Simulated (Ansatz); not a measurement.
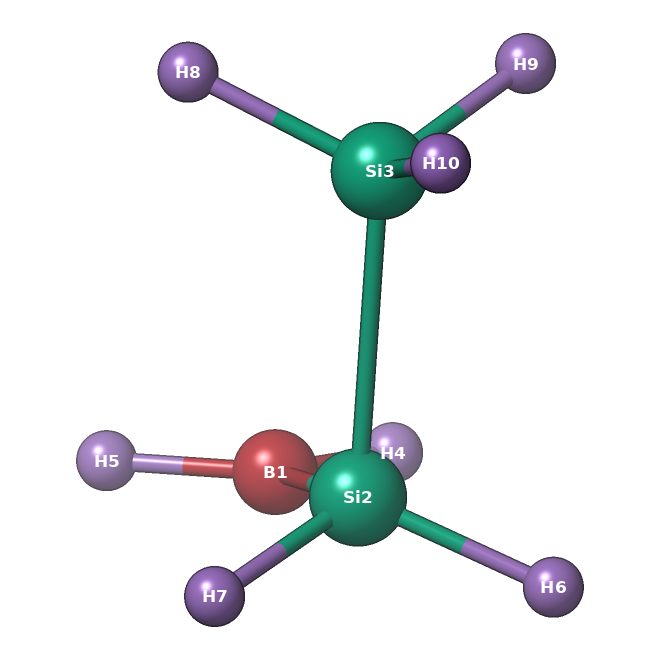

B1 lies behind Si2. The molecule seen a little off the Si2–B1 bond, Si2 in front. Distant atoms are faded towards the background colour. Computed geometry: PBE0-D4/def2-TZVP optimisation. No frequency run is at hand to confirm it as a minimum.

**What is the torsion angle Si3–Si2–B1–H4? The sign is positive where the front bond must turn clockwise to cover the back bond.**

87°, about perpendicular.
